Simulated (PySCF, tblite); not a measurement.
**3-furoic acid (C5H4O3): a rotation path, then NMR shifts on frames**

Aim: move 3-furoic acid (C5H4O3) (`O=C(O)c1ccoc1`) away from its starting geometry and see how NMR shifts follow the geometry.

Computed with tblite 0.8.0 and PySCF 2.14.0, with density-fitted response routines of our own, on a single molecule in the gas phase. Atoms are numbered from 0 throughout.

## Step 1: The starting structure

12 atoms, charge 0, multiplicity 1; geometry from: GFN2-xTB.

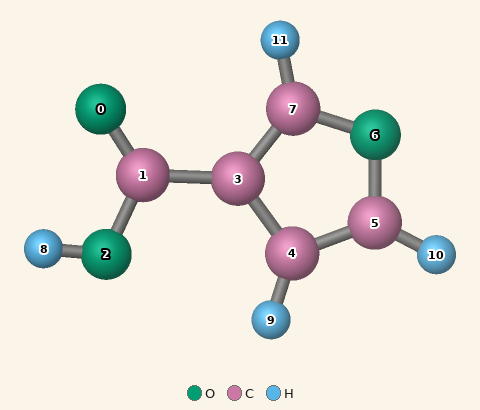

The starting geometry (oxygen teal, carbon pink, hydrogen blue), atoms numbered.

## Step 2: A band between two rotamers with GFN2-xTB

Job settings and geometry (Å):

```
{"job": {"kind": "neb", "xc": "GFN2-xTB", "basis": "xTB", "atoms": [4, 3, 1, 2], "turn": 180}, "charge": 0, "multiplicity": 1}
O      2.172967    -1.223298     0.653735
C      1.572328    -0.340459     0.093577
O      2.192404     0.610358    -0.622883
C      0.119418    -0.174883     0.108638
C     -0.660955     0.835882    -0.524955
C     -1.950118     0.551557    -0.211281
O     -2.022562    -0.549533     0.562157
C     -0.780785    -0.985294     0.754025
H      3.150201     0.460117    -0.604891
H     -0.288731     1.642375    -1.120596
H     -2.872659     1.034893    -0.464589
H     -0.630311    -1.862399     1.351035
```

With the program's defaults for keys left out, this is: GFN2-xTB climbing-image nudged elastic band, gas phase.

Started as:

```
$ OMP_NUM_THREADS=1 python probes_run.py task.json out
```

The driver reads the jobs from task.json and runs them one after another.

What it wrote:

```text
image   E - E0 / eV
  0       0.0000
  1       0.0291
  2       0.0960
  3       0.1637
  4       0.1892
  5       0.1556
  6       0.0867
  7       0.0254
  8       0.0004
```

Run time: 1.9 s. Hardware: 1 thread of Arm Neoverse V1, shared host; peak memory 0.19 GiB.

The final band, with the dihedral C4–C3–C1–O2:

```tsv
image	dihedral (°)	energy (eV)	energy (kcal/mol)
0	0	0.000	0.0
1	24	0.029	0.7
2	46	0.096	2.2
3	69	0.164	3.8
4	91	0.189	4.4
5	114	0.156	3.6
6	136	0.087	2.0
7	158	0.025	0.6
8	180	0.000	0.0
```

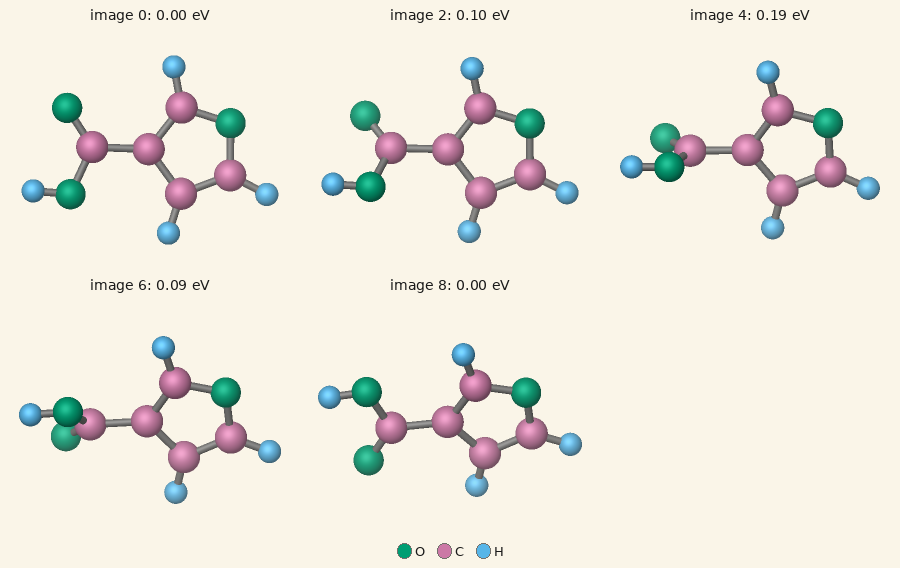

Images along the band.

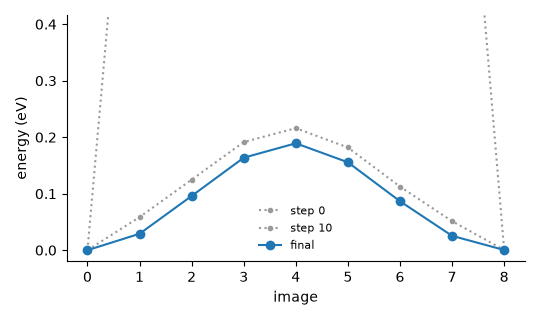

Energy along the band, early and final.

## Step 3: NMR shieldings: image 0, PBE0/pcSseg-1

Job settings and geometry (Å):

```
{"job": {"kind": "nmr", "xc": "PBE0", "basis": "pcSseg-1", "pop": false}, "charge": 0, "multiplicity": 1}
O      2.173000    -1.223300     0.653700
C      1.572300    -0.340500     0.093600
O      2.192400     0.610400    -0.622900
C      0.119400    -0.174900     0.108600
C     -0.661000     0.835900    -0.525000
C     -1.950100     0.551600    -0.211300
O     -2.022600    -0.549500     0.562200
C     -0.780800    -0.985300     0.754000
H      3.150200     0.460100    -0.604900
H     -0.288700     1.642400    -1.120600
H     -2.872700     1.034900    -0.464600
H     -0.630300    -1.862400     1.351000
```

With the program's defaults for keys left out, this is: GIAO PBE0/pcSseg-1 NMR shielding, non-relativistic, gas phase.

What it wrote:

```text
coarse grid: 11168 points
cycle   1  E = -417.8541656922  dE =  1.828e+00  |g| = 9.588e-01  |ddm| = 3.445e+00
cycle   2  E = -417.5231983285  dE =  3.310e-01  |g| = 1.645e+00  |ddm| = 2.242e+00
cycle   3  E = -418.0075435887  dE = -4.843e-01  |g| = 3.048e-01  |ddm| = 1.661e+00
cycle   4  E = -418.0240626640  dE = -1.652e-02  |g| = 8.529e-02  |ddm| = 2.779e-01
cycle   5  E = -418.0253061661  dE = -1.244e-03  |g| = 2.112e-02  |ddm| = 7.186e-02
cycle   6  E = -418.0253977329  dE = -9.157e-05  |g| = 8.463e-03  |ddm| = 2.670e-02
cycle   7  E = -418.0254114748  dE = -1.374e-05  |g| = 3.101e-03  |ddm| = 8.872e-03
cycle   8  E = -418.0254134254  dE = -1.951e-06  |g| = 6.570e-04  |ddm| = 2.870e-03
final grid: 111152 points
cycle   9  E = -418.1028964343  dE = -1.262e-05  |g| = 1.450e-02  |ddm| = 3.013e-02
cycle  10  E = -418.1028194146  dE =  7.702e-05  |g| = 2.513e-02  |ddm| = 2.854e-02
cycle  11  E = -418.1029322511  dE = -1.128e-04  |g| = 3.031e-03  |ddm| = 1.967e-02
cycle  12  E = -418.1029341779  dE = -1.927e-06  |g| = 3.478e-04  |ddm| = 2.471e-03
cycle  13  E = -418.1029341949  dE = -1.702e-08  |g| = 1.712e-04  |ddm| = 3.652e-04
cycle  14  E = -418.1029342004  dE = -5.545e-09  |g| = 6.071e-05  |ddm| = 1.798e-04
cycle  15  E = -418.1029342011  dE = -7.249e-10  |g| = 1.479e-05  |ddm| = 6.210e-05
converged SCF energy = -418.1029342011

GIAO shielding tensors (ppm)
atom      isotropic    diamagn.    paramagn.     s11        s22        s33       span
  0 O      -77.429     402.373    -479.802   -281.769   -220.270    269.753    551.522
  1 C       19.387     244.284    -224.897    -82.470     62.871     77.758    160.228
  2 O      130.282     391.908    -261.626     -8.180    145.440    253.587    261.767
  3 C       61.861     258.058    -196.197     -9.583     57.255    137.912    147.495
  4 C       67.896     248.852    -180.956    -18.991     61.964    160.715    179.706
  5 C       39.381     254.006    -214.625    -35.631     48.941    104.832    140.462
  6 O       27.038     396.197    -369.158   -126.933    -60.214    268.262    395.195
  7 C       31.046     251.304    -220.258    -49.661     31.983    110.816    160.477
  8 H       25.504      29.400      -3.896     20.600     22.201     33.711     13.111
  9 H       24.608      31.527      -6.919     22.160     24.808     26.855      4.695
 10 H       24.222      29.577      -5.356     21.217     25.402     26.046      4.829
 11 H       23.405      30.785      -7.380     20.343     23.900     25.972      5.629
```

It took 14 s on 1 thread of Arm Neoverse V1, shared host; peak memory 0.72 GiB.

Shifts follow as δ = σ(reference) − σ, with reference shieldings (ppm) from runs at the same level and on the same kind of geometry: ¹H TMS 31.72, ¹³C TMS 186.9, ¹⁷O H2O 336.1. The references are single molecules in the gas phase, so shifts against H2O, NH3, PH3, H3PO4 or CFCl3 are not on the usual liquid scales and can be off by tens of ppm. Each atom is listed at this fixed geometry, with no averaging over motion; a spectrum would average atoms that exchange fast.

```tsv
atoms	environment	σ (ppm)	δ (ppm)
C1	carboxylic acid carbon	19.4	167.5
C7	aromatic CH next to the ring oxygen	31.0	155.9
C5	aromatic CH next to the ring oxygen	39.4	147.5
C3	substituted aromatic carbon	61.9	125.1
C4	aromatic CH	67.9	119.0
H11	hydrogen on an aromatic CH next to the ring oxygen	23.41	8.31
H10	hydrogen on an aromatic CH next to the ring oxygen	24.22	7.50
H9	hydrogen on an aromatic CH	24.61	7.11
H8	hydrogen on an acid hydroxyl oxygen	25.50	6.21
O0	carbonyl oxygen	-77.4	413.5
O6	aromatic ring oxygen	27.0	309.0
O2	acid hydroxyl oxygen	130.3	205.8
```

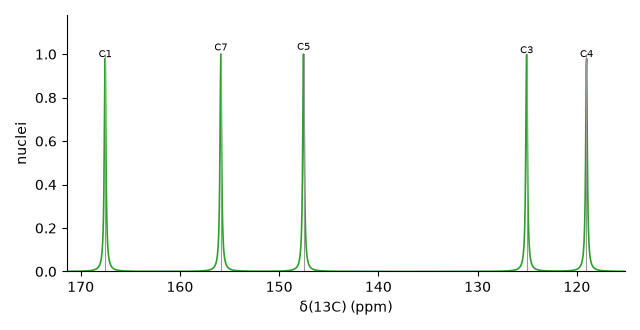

¹³C lines at the computed shifts, without couplings. Lines are broadened to a width of 0.19 ppm (Lorentzian).

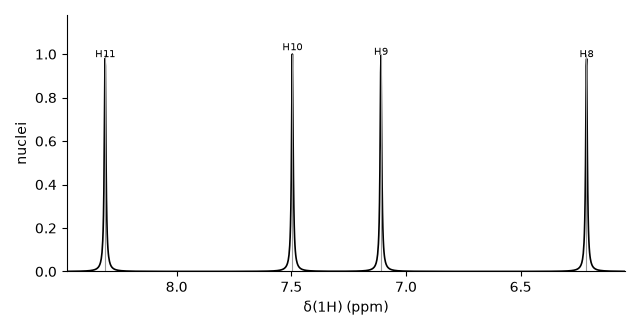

¹H lines at the computed shifts, without couplings. Lines are broadened to a width of 0.01 ppm (Lorentzian).

Ring of atoms C3, C4, C5, O6, C7: NICS(0) -11.9, NICS(1) -10.3, NICS(1)zz -25.9 ppm (means of both faces).

## Step 4: Nuclear shieldings: image 2, PBE0/pcSseg-1

Job settings and geometry (Å):

```
{"job": {"kind": "nmr", "xc": "PBE0", "basis": "pcSseg-1", "pop": false}, "charge": 0, "multiplicity": 1}
O      2.106400    -1.480200    -0.163600
C      1.564000    -0.409300    -0.087500
O      2.239600     0.748100    -0.082100
C      0.112000    -0.199700     0.029800
C     -0.700900     0.733100    -0.674500
C     -1.962600     0.542400    -0.209200
O     -1.985200    -0.417700     0.730300
C     -0.738500    -0.873300     0.864700
H      3.193200     0.576000    -0.130000
H     -0.379000     1.413100    -1.434800
H     -2.894600     1.008100    -0.458400
H     -0.553100    -1.641300     1.589300
```

With the program's defaults for keys left out, this is: GIAO PBE0/pcSseg-1 NMR shielding, non-relativistic, gas phase.

What it wrote:

```text
coarse grid: 11168 points
cycle   1  E = -417.8487905270  dE =  1.833e+00  |g| = 9.580e-01  |ddm| = 3.428e+00
cycle   2  E = -417.5243193635  dE =  3.245e-01  |g| = 1.643e+00  |ddm| = 1.977e+00
cycle   3  E = -418.0014024549  dE = -4.771e-01  |g| = 3.044e-01  |ddm| = 1.427e+00
cycle   4  E = -418.0180119193  dE = -1.661e-02  |g| = 8.504e-02  |ddm| = 2.629e-01
cycle   5  E = -418.0192540177  dE = -1.242e-03  |g| = 1.968e-02  |ddm| = 6.688e-02
cycle   6  E = -418.0193332334  dE = -7.922e-05  |g| = 7.642e-03  |ddm| = 2.459e-02
cycle   7  E = -418.0193439860  dE = -1.075e-05  |g| = 2.916e-03  |ddm| = 7.936e-03
cycle   8  E = -418.0193456750  dE = -1.689e-06  |g| = 6.460e-04  |ddm| = 2.606e-03
final grid: 111152 points
cycle   9  E = -418.0964129433  dE = -1.122e-05  |g| = 1.446e-02  |ddm| = 2.775e-02
cycle  10  E = -418.0963360798  dE =  7.686e-05  |g| = 2.508e-02  |ddm| = 2.659e-02
cycle  11  E = -418.0964482716  dE = -1.122e-04  |g| = 3.093e-03  |ddm| = 1.853e-02
cycle  12  E = -418.0964502956  dE = -2.024e-06  |g| = 3.412e-04  |ddm| = 2.436e-03
cycle  13  E = -418.0964503118  dE = -1.625e-08  |g| = 1.681e-04  |ddm| = 3.482e-04
cycle  14  E = -418.0964503170  dE = -5.178e-09  |g| = 5.996e-05  |ddm| = 1.641e-04
cycle  15  E = -418.0964503177  dE = -7.028e-10  |g| = 1.418e-05  |ddm| = 5.721e-05
converged SCF energy = -418.0964503177

GIAO shielding tensors (ppm)
atom      isotropic    diamagn.    paramagn.     s11        s22        s33       span
  0 O     -111.884     401.617    -513.502   -362.940   -233.088    260.374    623.314
  1 C       16.810     245.328    -228.517    -88.277     60.119     78.589    166.866
  2 O      122.723     391.631    -268.907    -21.466    143.256    246.380    267.846
  3 C       59.931     258.574    -198.643    -15.275     51.308    143.761    159.037
  4 C       69.198     248.690    -179.491    -17.155     64.760    159.990    177.145
  5 C       39.929     253.943    -214.014    -34.729     47.239    107.277    142.005
  6 O       32.816     396.204    -363.388   -116.274    -52.672    267.395    383.668
  7 C       36.325     250.884    -214.559    -40.269     39.168    110.074    150.343
  8 H       25.353      29.469      -4.117     19.654     22.702     33.701     14.047
  9 H       24.786      31.296      -6.510     22.707     24.989     26.662      3.954
 10 H       24.223      29.529      -5.306     21.311     25.286     26.071      4.761
 11 H       23.741      30.648      -6.906     20.987     24.022     26.214      5.228
```

Wall time 14 s (1 thread of Arm Neoverse V1, shared host); peak memory 0.79 GiB.

This run: δ C1 170.1, C7 150.6, C5 147.0, C3 127.0, H11 7.98, H10 7.49 ppm.

## Step 5: Nuclear shieldings: image 4, PBE0/pcSseg-1

Job settings and geometry (Å):

```
{"job": {"kind": "nmr", "xc": "PBE0", "basis": "pcSseg-1", "pop": false}, "charge": 0, "multiplicity": 1}
O      2.060000    -1.227100    -0.916900
C      1.563400    -0.371700    -0.237500
O      2.280400     0.526100     0.448700
C      0.109700    -0.167100    -0.030200
C     -0.774700     0.630000    -0.808300
C     -1.995200     0.500600    -0.222800
O     -1.928400    -0.307100     0.844500
C     -0.657600    -0.709100     0.960200
H      3.230700     0.377800     0.316500
H     -0.525300     1.203900    -1.676100
H     -2.950800     0.919300    -0.466100
H     -0.411100    -1.376200     1.761900
```

Level: GIAO PBE0/pcSseg-1 NMR shielding, non-relativistic, gas phase.

What it wrote:

```text
coarse grid: 11168 points
cycle   1  E = -417.8416341612  dE =  1.837e+00  |g| = 9.591e-01  |ddm| = 3.415e+00
cycle   2  E = -417.5103970344  dE =  3.312e-01  |g| = 1.659e+00  |ddm| = 1.858e+00
cycle   3  E = -417.9941212029  dE = -4.837e-01  |g| = 3.099e-01  |ddm| = 1.327e+00
cycle   4  E = -418.0114238242  dE = -1.730e-02  |g| = 8.478e-02  |ddm| = 2.553e-01
cycle   5  E = -418.0126399847  dE = -1.216e-03  |g| = 1.786e-02  |ddm| = 5.929e-02
cycle   6  E = -418.0127074669  dE = -6.748e-05  |g| = 5.609e-03  |ddm| = 2.100e-02
cycle   7  E = -418.0127131528  dE = -5.686e-06  |g| = 1.890e-03  |ddm| = 5.098e-03
final grid: 111152 points
cycle   8  E = -418.0899762555  dE = -1.378e-05  |g| = 1.347e-02  |ddm| = 2.955e-02
cycle   9  E = -418.0899056090  dE =  7.065e-05  |g| = 2.381e-02  |ddm| = 2.454e-02
cycle  10  E = -418.0900069629  dE = -1.014e-04  |g| = 3.008e-03  |ddm| = 1.692e-02
cycle  11  E = -418.0900087927  dE = -1.830e-06  |g| = 3.174e-04  |ddm| = 2.154e-03
cycle  12  E = -418.0900088065  dE = -1.377e-08  |g| = 1.566e-04  |ddm| = 3.117e-04
cycle  13  E = -418.0900088112  dE = -4.693e-09  |g| = 5.074e-05  |ddm| = 1.483e-04
cycle  14  E = -418.0900088117  dE = -5.053e-10  |g| = 1.525e-05  |ddm| = 5.044e-05
converged SCF energy = -418.0900088117

GIAO shielding tensors (ppm)
atom      isotropic    diamagn.    paramagn.     s11        s22        s33       span
  0 O     -137.052     401.042    -538.094   -414.223   -258.439    261.505    675.728
  1 C       14.971     246.228    -231.256    -92.888     59.062     78.739    171.627
  2 O      110.258     391.374    -281.116    -42.998    140.247    233.525    276.522
  3 C       60.173     258.484    -198.312    -18.617     52.470    146.665    165.282
  4 C       70.260     248.652    -178.392    -15.887     67.805    158.862    174.749
  5 C       40.207     253.728    -213.522    -34.765     46.099    109.286    144.050
  6 O       37.264     396.213    -358.949   -109.157    -44.183    265.131    374.289
  7 C       41.755     250.794    -209.039    -30.639     45.245    110.661    141.300
  8 H       25.121      29.429      -4.308     18.904     22.857     33.603     14.698
  9 H       24.924      31.224      -6.300     23.044     25.176     26.552      3.508
 10 H       24.199      29.447      -5.248     21.369     25.154     26.073      4.704
 11 H       24.062      30.629      -6.567     21.235     24.428     26.524      5.290
```

Wall time 14 s (1 thread of Arm Neoverse V1, shared host); peak memory 0.75 GiB.

Key values: δ C1 172.0, C5 146.7, C7 145.2, C3 126.8, H11 7.65, H10 7.52 ppm.

## Step 6: NMR shieldings: image 6, PBE0/pcSseg-1

Job settings and geometry (Å):

```
{"job": {"kind": "nmr", "xc": "PBE0", "basis": "pcSseg-1", "pop": false}, "charge": 0, "multiplicity": 1}
O      2.067700    -0.578200    -1.354300
C      1.560900    -0.243600    -0.317200
O      2.275100     0.041200     0.783500
C      0.119100    -0.089600    -0.069600
C     -0.846900     0.528700    -0.913400
C     -2.028000     0.428800    -0.250000
O     -1.866600    -0.213900     0.919200
C     -0.572200    -0.515800     1.032500
H      3.223300    -0.051300     0.599500
H     -0.661600     0.992000    -1.859300
H     -3.015700     0.763900    -0.494500
H     -0.253800    -1.062900     1.897600
```

Level: GIAO PBE0/pcSseg-1 NMR shielding, non-relativistic, gas phase.

What it wrote:

```text
coarse grid: 11168 points
cycle   1  E = -417.8484143326  dE =  1.832e+00  |g| = 9.578e-01  |ddm| = 3.429e+00
cycle   2  E = -417.5106918138  dE =  3.377e-01  |g| = 1.660e+00  |ddm| = 2.006e+00
cycle   3  E = -418.0005335923  dE = -4.898e-01  |g| = 3.111e-01  |ddm| = 1.458e+00
cycle   4  E = -418.0178892400  dE = -1.736e-02  |g| = 8.304e-02  |ddm| = 2.610e-01
cycle   5  E = -418.0190159388  dE = -1.127e-03  |g| = 1.809e-02  |ddm| = 5.588e-02
cycle   6  E = -418.0190829759  dE = -6.704e-05  |g| = 6.318e-03  |ddm| = 2.151e-02
cycle   7  E = -418.0190904772  dE = -7.501e-06  |g| = 2.573e-03  |ddm| = 6.812e-03
final grid: 111152 points
cycle   8  E = -418.0968341155  dE =  5.134e-08  |g| = 1.667e-02  |ddm| = 3.179e-02
cycle   9  E = -418.0967091762  dE =  1.249e-04  |g| = 3.051e-02  |ddm| = 3.315e-02
cycle  10  E = -418.0968833168  dE = -1.741e-04  |g| = 2.721e-03  |ddm| = 2.303e-02
cycle  11  E = -418.0968848791  dE = -1.562e-06  |g| = 3.165e-04  |ddm| = 2.070e-03
cycle  12  E = -418.0968848894  dE = -1.022e-08  |g| = 2.008e-04  |ddm| = 3.526e-04
cycle  13  E = -418.0968848970  dE = -7.613e-09  |g| = 5.691e-05  |ddm| = 1.863e-04
cycle  14  E = -418.0968848976  dE = -6.427e-10  |g| = 1.335e-05  |ddm| = 5.499e-05
converged SCF energy = -418.0968848976

GIAO shielding tensors (ppm)
atom      isotropic    diamagn.    paramagn.     s11        s22        s33       span
  0 O     -106.259     401.773    -508.032   -354.494   -233.208    268.924    623.418
  1 C       17.424     245.559    -228.135    -86.578     60.850     78.000    164.578
  2 O      120.205     391.742    -271.537    -23.571    134.317    249.869    273.440
  3 C       60.480     258.520    -198.040    -12.882     51.690    142.633    155.515
  4 C       68.415     248.434    -180.019    -20.335     65.232    160.347    180.682
  5 C       39.540     253.745    -214.206    -36.350     47.375    107.594    143.944
  6 O       33.047     396.161    -363.114   -117.581    -47.216    263.938    381.519
  7 C       36.638     251.351    -214.713    -38.210     37.609    110.515    148.725
  8 H       25.390      29.477      -4.087     19.703     22.634     33.833     14.130
  9 H       24.718      31.335      -6.618     22.776     24.977     26.400      3.624
 10 H       24.186      29.433      -5.247     21.299     25.275     25.985      4.686
 11 H       23.786      30.719      -6.933     20.756     24.172     26.429      5.672
```

Wall time 14 s (1 thread of Arm Neoverse V1, shared host); peak memory 0.75 GiB.

Key values: δ C1 169.5, C7 150.3, C5 147.4, C3 126.4, H11 7.93, H10 7.53 ppm.

## Step 7: Shielding tensors: image 8, PBE0/pcSseg-1

Job settings and geometry (Å):

```
{"job": {"kind": "nmr", "xc": "PBE0", "basis": "pcSseg-1", "pop": false}, "charge": 0, "multiplicity": 1}
O      2.109300     0.231500    -1.329800
C      1.567600    -0.071300    -0.297800
O      2.251300    -0.525600     0.768300
C      0.129600     0.000900    -0.044000
C     -0.872100     0.435700    -0.960400
C     -2.047900     0.332000    -0.291700
O     -1.847400    -0.130700     0.958000
C     -0.540000    -0.329500     1.106900
H      3.197700    -0.559000     0.557700
H     -0.705100     0.769200    -1.962500
H     -3.057900     0.547600    -0.577500
H     -0.184000    -0.701500     2.046900
```

With the program's defaults for keys left out, this is: GIAO PBE0/pcSseg-1 NMR shielding, non-relativistic, gas phase.

What it wrote:

```text
coarse grid: 11168 points
cycle   1  E = -417.8544368726  dE =  1.826e+00  |g| = 9.589e-01  |ddm| = 3.448e+00
cycle   2  E = -417.5039741927  dE =  3.505e-01  |g| = 1.671e+00  |ddm| = 2.270e+00
cycle   3  E = -418.0070358510  dE = -5.031e-01  |g| = 3.157e-01  |ddm| = 1.695e+00
cycle   4  E = -418.0248989495  dE = -1.786e-02  |g| = 8.250e-02  |ddm| = 2.771e-01
cycle   5  E = -418.0259903592  dE = -1.091e-03  |g| = 1.907e-02  |ddm| = 5.771e-02
cycle   6  E = -418.0260610668  dE = -7.071e-05  |g| = 7.872e-03  |ddm| = 2.314e-02
cycle   7  E = -418.0260736948  dE = -1.263e-05  |g| = 2.986e-03  |ddm| = 8.903e-03
cycle   8  E = -418.0260756345  dE = -1.940e-06  |g| = 7.400e-04  |ddm| = 2.778e-03
final grid: 111152 points
cycle   9  E = -418.1033214166  dE = -1.620e-05  |g| = 1.350e-02  |ddm| = 3.078e-02
cycle  10  E = -418.1032615895  dE =  5.983e-05  |g| = 2.271e-02  |ddm| = 2.628e-02
cycle  11  E = -418.1033525414  dE = -9.095e-05  |g| = 2.779e-03  |ddm| = 1.781e-02
cycle  12  E = -418.1033540975  dE = -1.556e-06  |g| = 3.028e-04  |ddm| = 2.118e-03
cycle  13  E = -418.1033541091  dE = -1.155e-08  |g| = 1.604e-04  |ddm| = 3.091e-04
cycle  14  E = -418.1033541137  dE = -4.639e-09  |g| = 6.109e-05  |ddm| = 1.663e-04
cycle  15  E = -418.1033541145  dE = -7.798e-10  |g| = 1.432e-05  |ddm| = 6.539e-05
converged SCF energy = -418.1033541145

GIAO shielding tensors (ppm)
atom      isotropic    diamagn.    paramagn.     s11        s22        s33       span
  0 O      -88.901     402.626    -491.526   -312.725   -222.136    268.158    580.883
  1 C       20.045     244.761    -224.716    -80.258     63.327     77.066    157.324
  2 O      134.510     392.021    -257.511     -9.047    145.405    267.172    276.219
  3 C       62.058     257.951    -195.893     -7.441     56.321    137.294    144.734
  4 C       66.998     248.634    -181.636    -24.000     62.413    162.582    186.582
  5 C       38.948     253.907    -214.959    -37.625     48.904    105.566    143.192
  6 O       28.396     396.131    -367.735   -123.897    -51.262    260.348    384.244
  7 C       32.968     251.631    -218.662    -43.860     32.049    110.716    154.576
  8 H       25.526      29.381      -3.856     20.497     22.160     33.920     13.423
  9 H       24.460      31.619      -7.160     22.136     24.880     26.363      4.228
 10 H       24.179      29.463      -5.284     21.179     25.414     25.943      4.764
 11 H       23.576      30.814      -7.238     20.303     24.078     26.347      6.044
```

Wall time 14 s (1 thread of Arm Neoverse V1, shared host); peak memory 0.75 GiB.

This run: δ C1 166.9, C7 154.0, C5 148.0, C3 124.9, H11 8.14, H10 7.54 ppm.

## Step 8: Side by side: NMR shifts

Shifts (ppm) of some atoms, chosen among heavy atoms and hydrogens apart, with basis size and wall time:

```tsv
frame	C1	C7	H11	H9	O0	O6	O2	functions	time
image 0	167.5	155.9	8.31	7.11	413.5	309.0	205.8	156	14 s
image 2	170.1	150.6	7.98	6.93	448.0	303.3	213.4	156	14 s
image 4	172.0	145.2	7.65	6.79	473.1	298.8	225.8	156	14 s
image 6	169.5	150.3	7.93	7.00	442.3	303.0	215.9	156	14 s
image 8	166.9	154.0	8.14	7.26	425.0	307.7	201.6	156	14 s
```

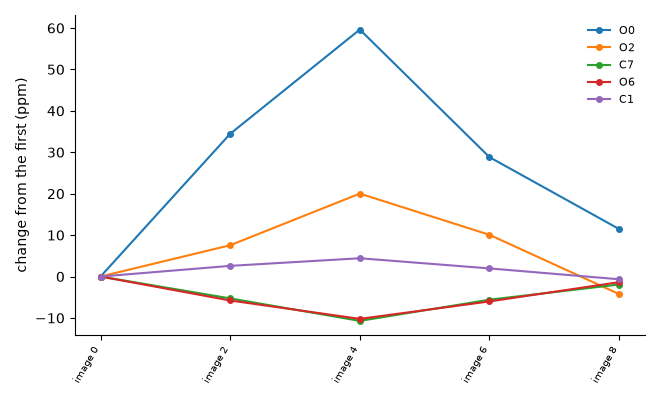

How five of the tabulated atoms move from run to run.

## Step 9: What came out

| quantity | value |
| --- | --- |
| barrier | 0.189 eV (4.4 kcal/mol) at image 4 |
| end to end (GFN2-xTB) | 0.000 eV |
| ¹³C shifts against TMS (PBE0/pcSseg-1, image 0) | 167.5, 155.9, 147.5, 125.1, 119.0 ppm |
| ¹H shifts against TMS (PBE0/pcSseg-1, image 0) | 8.31, 7.50, 7.11, 6.21 ppm |
| ¹⁷O shifts against H2O (PBE0/pcSseg-1, image 0) | 413.5, 309.0, 205.8 ppm |
| range of the shift of O0 | 413.5 to 473.1 ppm |

Along the band the dihedral turns by 180°, and the top (dihedral 91°) lies 4.4 kcal/mol above the start (GFN2-xTB, rough), so at room temperature this motion is fast. The top was not checked by a frequency run. Shifts at one fixed geometry are not the observed spectrum, which averages over the motion. In the first frame run (image 0): The largest span, 552 ppm, is at O0, where the paramagnetic term is -480 ppm. NICS(1)zz of -26 ppm above the planar ring from C3 marks a diatropic (aromatic) ring current. In ppm, O0 moves most: its shift spreads over 59.6 ppm, from 413.5 (image 0) to 473.1 (image 4).
